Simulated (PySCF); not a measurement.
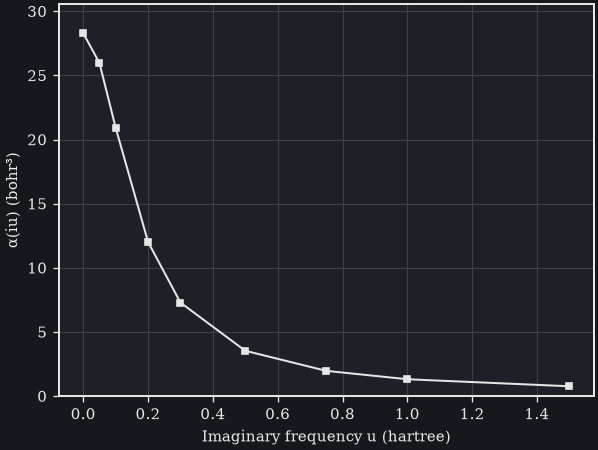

Dipole polarisability at imaginary frequency of Ne²⁺ ([He] 2s² 2p³ 3s). Coupled response at the HF level; PySCF, aug-cc-pVQZ plus 1 diffuse shell for each l, non-relativistic, unrestricted single determinants, no spin-orbit coupling.

Question: Describe the response.

Answer: The static dipole polarisability is 28.3 bohr³; α(iu) falls to half of it near u = 0.17 hartree. The Casimir–Polder integral gives C₆ = 105 hartree bohr⁶ for two such species.
